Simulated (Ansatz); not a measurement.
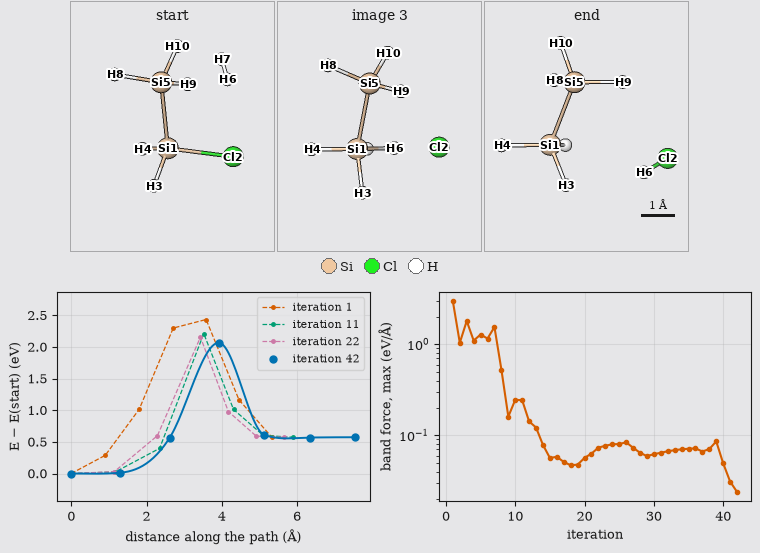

A nudged-elastic-band calculation for Si₂H₇Cl, made up of Si2H5Cl and H2. Images are numbered from 0 (start) to 6 (end). The plot follows the band through its iterations. The picture is a ball-and-stick view, seen from a free direction.

Computed with RKS PBE0-D4/def2-SVP in Ansatz 0.2.0. Run with 5 movable images; climbing image; force threshold 0.03 eV/Å; iteration limit 60; starting path through a guess of the saddle point.

Did the band converge, and can the barrier be trusted?

Answer. The result is final at these settings. The band converged in 42 iterations. The largest component of the band force went from 3 to 0.024 eV/Å. The climbing image converged on the top of the path. Its vibrational analysis gives one imaginary mode (812i cm⁻¹), as a transition state must have. The first iteration put the highest image at 2.43 eV. The energy climbs by 2.07 eV to image 3 and then falls by 1.49 eV, so the end point sits at +0.57 eV.

Limits of the set-up: the start holds two separate molecules, 2.9 Å apart at their closest, whose relative position is a soft coordinate.

The run took 2.1 min on 2 threads of AMD EPYC 9R45 96-Core Processor (Zen 5), with other jobs on the host, peak memory 0.21 GiB.
